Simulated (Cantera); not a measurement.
A closed system holds: 1 mol CuO, 6.6 mol HF, a varied amount of H2, equilibrated at 400 °C and 22000 Pa.

These are equilibrium values from Cantera (NASA tables, ideal gas, pure condensed phases), not measurements of a reactor. Candidate condensed phases: Cu, CuF2, CuO, Cu(OH)2, Cu2O, H2O; 27 gas species. Rates play no part.

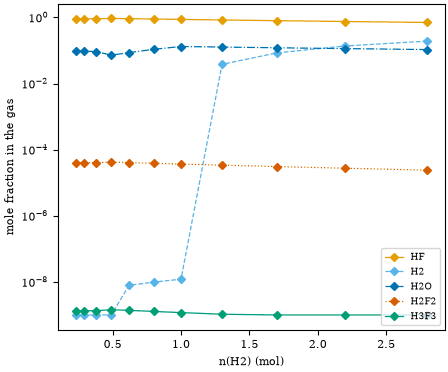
Equilibrium gas composition (values under 1e-9 drawn at 1e-9)

### Question
Read off the mole fractions at 2.8 mol H2.

### Answer
HF about 0.70, H2 about 0.19, H2O about 0.11, H2F2 about 2.4e-5.
